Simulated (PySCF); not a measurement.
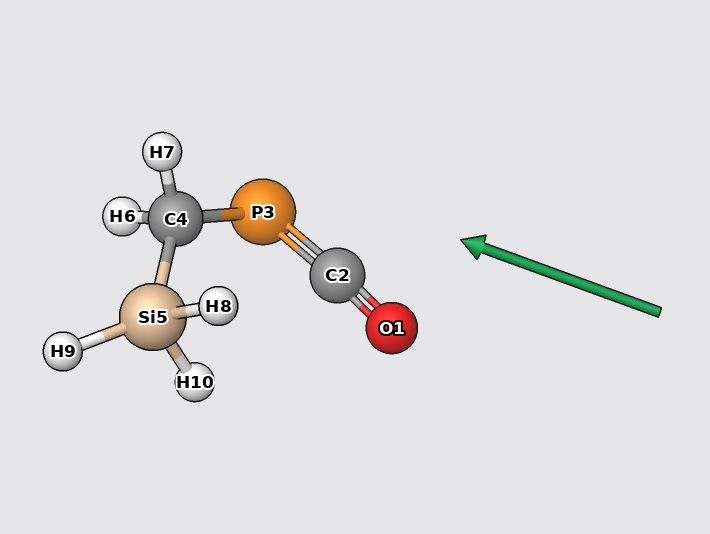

The arrow beside the molecule shows the direction of the dipole moment, from the negative to the positive end (its length means nothing). Geometry: a frame of a GFN2-xTB molecular-dynamics simulation, not a minimum. Level of theory: PBE0/pcSseg-1, gas phase (PySCF 2.14.0).

> Estimate the dipole moment.

2.25 D; it points from the side of O1 to the side of H9 (the outermost atoms at the two ends).
